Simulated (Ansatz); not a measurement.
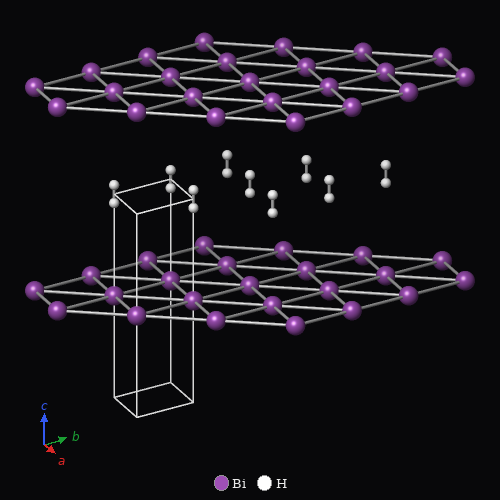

The compound is BiH₂ (space group P6/mmm, No. 191), taken as coordinates from a relaxation with DFT PBE, scalar-relativistic, plane waves, PAW in Ansatz; the starting structure was generated, so it need not be a known form of this composition.

Bonds are taken as Bi–Bi below 3.7 Å and H–H below 0.8 Å. Simplification: prune 0- and 1-connected atoms, fold 2-connected ones into links.

What kind of net remains, and which atoms are its nodes?

A uninodal 6-connected, two-periodic (layers) net: Bi is a 6-connected node. H drops out.

Does the net have a name?

It is the hxl net, known from the triangular lattice.

How do the layers lie?

The layers lie parallel to (001).

How many nodes does the smallest cycle have?

Three.

Give the point symbol of each node (shortest cycle at each angle).

Bi: 3^6.4^6.5^3.

The simplified net, drawn on the atoms' positions. Nodes are coloured by element. One layer is drawn. Short stubs are edges that leave the cut-out.

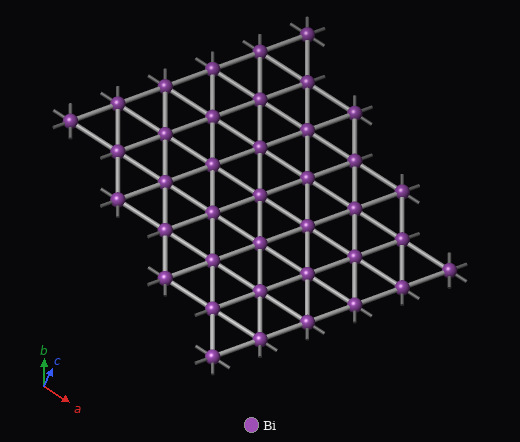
